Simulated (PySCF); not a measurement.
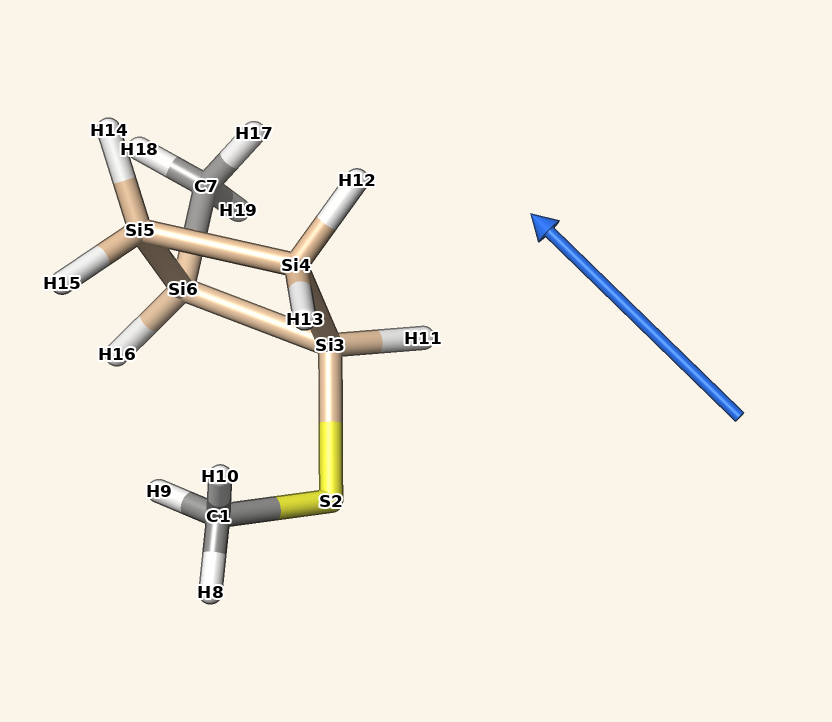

The arrow beside the molecule shows the direction of the dipole moment, from the negative to the positive end (its length means nothing). The geometry was computed by an optimisation with GFN2-xTB. No frequency run is at hand to confirm it as a minimum. Method: PBE0/pcSseg-1, gas phase (PySCF 2.14.0).

> How large is the dipole moment?

1.72 D; it points from the side of S2 to the side of H14, H18 (the outermost atoms at the two ends).

The geometry is semi-empirical. Around Si such bond lengths and angles can be off by a tenth of an ångström or more and by several degrees, and values that hang on the shape move with them.
